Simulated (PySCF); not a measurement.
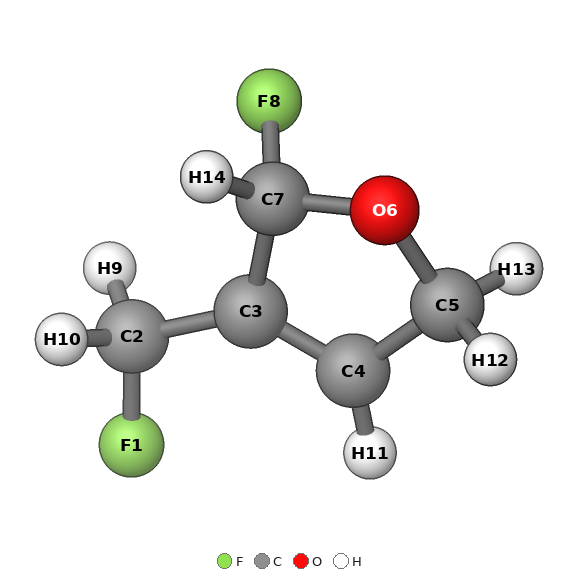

The geometry was computed by an optimisation with GFN2-xTB. No frequency run is at hand to confirm it as a minimum. Method: B3LYP/pcJ-1 indirect spin-spin coupling, non-relativistic, gas phase (PySCF 2.14.0). Isotopes: 13C, 19F, 1H, 17O.

Give the spin–spin coupling constants of these pairs, with the number of bonds between them: F1/C2, C7/F8, F1/H9, F1/C3, F1/H10, C3/F8, O6/F8, F8/H14, F1/C7, F1/C4, C4/F8, C5/F8.

```tsv
pair	bonds apart	J (Hz)
F1, C2	1	−226.7
C7, F8	1	−268.2
F1, H9	2	52.1
F1, C3	2	14.9
F1, H10	2	52.6
C3, F8	2	18.0
O6, F8	2	−41.9
F8, H14	2	77.8
F1, C7	3	6.8
F1, C4	3	5.0
C4, F8	3	6.0
C5, F8	3	−7.7
```

Density functionals are unreliable for couplings to fluorine, so those rows may be far off.
